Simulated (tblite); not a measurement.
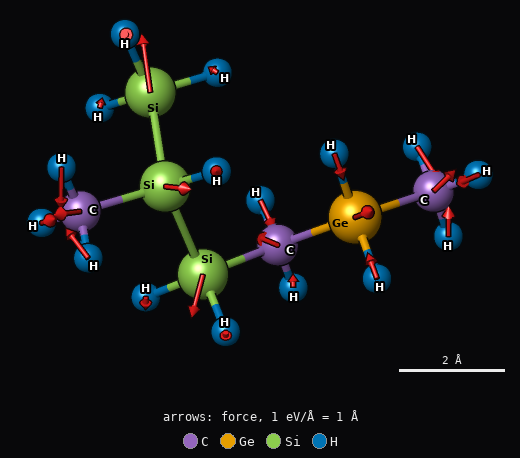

Starting geometry of C₃H₁₆GeSi₃ with the computed forces as red arrows. A ball-and-stick model, seen at a tilt.

Level of theory: tblite, GFN2-xTB geometry optimisation, gas phase. 

What follows when this structure is relaxed?

It isn't relaxed: the largest force vector, on a Si atom, is 1.19 eV/Å. The final displacements have little in common with the starting forces (cosine between the two patterns 0.20). The energy falls by 44.2 kJ/mol in 130 geometry steps. An H atom moves most after the best rigid fit: 0.44 Å. Largest moves by element: H 0.44 Å, Si 0.27 Å, C 0.23 Å, Ge 0.13 Å. Among the contacts that change: Si–Si 2.233 → 2.328 Å, Ge–H 1.556 → 1.508 Å, C–Ge 1.925 → 1.967 Å, C–Si 1.870 → 1.910 Å. Bond angles that change, for instance: Si–Si–H 108.5° → 115.8°, Si–Si–Si 108.5° → 115.8°, Si–Si–H 109.2° → 115.3°.
